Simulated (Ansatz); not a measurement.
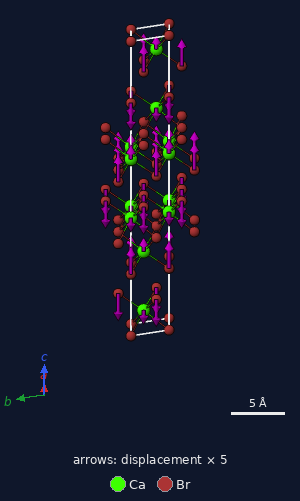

A relaxation of a crystal of Ca₂Br₃ (built on the tetradymite_166 type) (coarse preliminary run). The starting structure is drawn; purple arrows show the displacements (the part carried along by the change of the cell is left out), magnified 5 times.

The picture is a ball-and-stick view of the conventional cell (3 times the calculation's cell), seen from a free direction. Lengths and directions refer to the drawn axes.

Case: tetradymite type (R-3m, No. 166).

Computed with DFT PBE, scalar-relativistic, plane waves, PAW in Ansatz. (plane-wave cutoff 420 eV; k-point mesh 6 × 6 × 6; occupations gaussian; smearing width 0.1 eV; no spin polarisation; cell and atoms relaxed; force threshold 0.04 eV/Å; at most 70 steps)

Q: Which element moves most?

A: Bromine: up to 0.56 Å, against 0.29 Å for calcium.

Q: What did the optimiser do to the structure, and how much energy did it gain?

A: After 3 accepted moves (4 points after the start) the energy has fallen by 0.367 eV per cell of the calculation. The largest force component goes from 0.84 to 0.04 eV/Å. Pressure: 0.41 GPa at the start and −0.16 GPa at the end. At 1 point the geometry stayed and the basis and grid were re-selected for the new cell (energy shift of 1.0 meV per cell of the calculation at most each time). The largest moves relative to the cell, 0.56 Å, are those of Br atoms. Largest moves by element: Br 0.56 Å, Ca 0.29 Å. The volume changes by +15.3 %, with a = b 4.188 → 4.413 Å (+5.4 %), c 29.121 → 30.247 Å (+3.9 %). Near-neighbour distances that change, for instance: Br–Ca 3.101 → 3.076 Å, Br–Ca 2.936 → 2.940 Å. Bond angles that change, for instance: Br–Ca–Br 85.0° → 91.7°, Ca–Br–Ca 95.0° → 88.3°, Ca–Br–Ca 85.0° → 91.7°. The space group stays R-3m (No. 166). Cost: 53 s on 1 thread of Arm Neoverse V1 (shared host), peak memory 0.42 GiB.

Limits of the set-up: an odd number of electrons was run without spin polarisation, which fails if the electron would localise.
